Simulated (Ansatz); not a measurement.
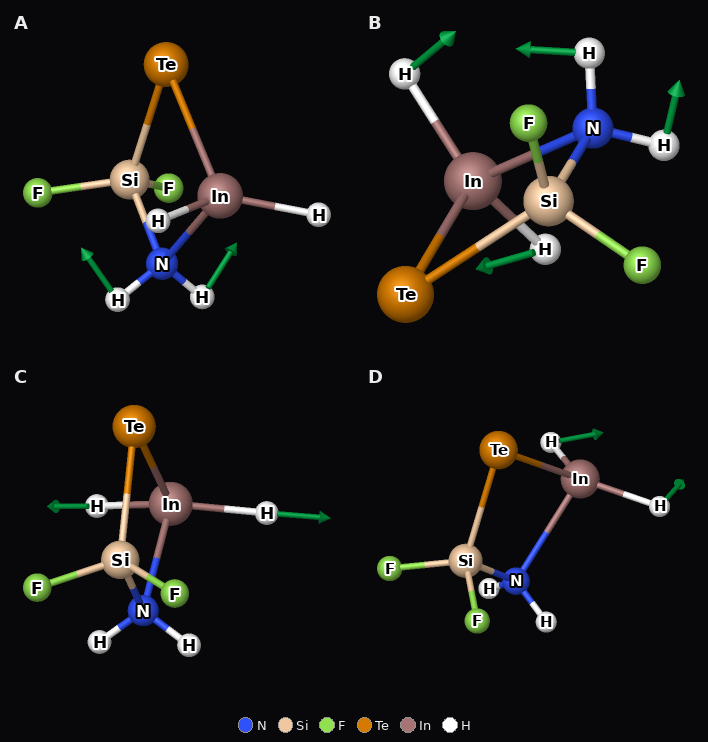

4 normal modes of one molecule or complex, as arrows. Harmonic vibrations computed with RKS PBE0-D4/def2-TZVP, core potentials on In, Te (Ansatz 0.2.0) at a stationary point of the same level. It is a saddle point of order 1.

**Match the panels to the wavenumbers 291 cm⁻¹, 576 cm⁻¹, 1572 cm⁻¹, 1835 cm⁻¹.**

A: 1572 cm⁻¹, H–N–H bending
B: 291 cm⁻¹, H–In–N bending
C: 1835 cm⁻¹, in-phase stretching of 2 In–H bonds
D: 576 cm⁻¹, angle bending
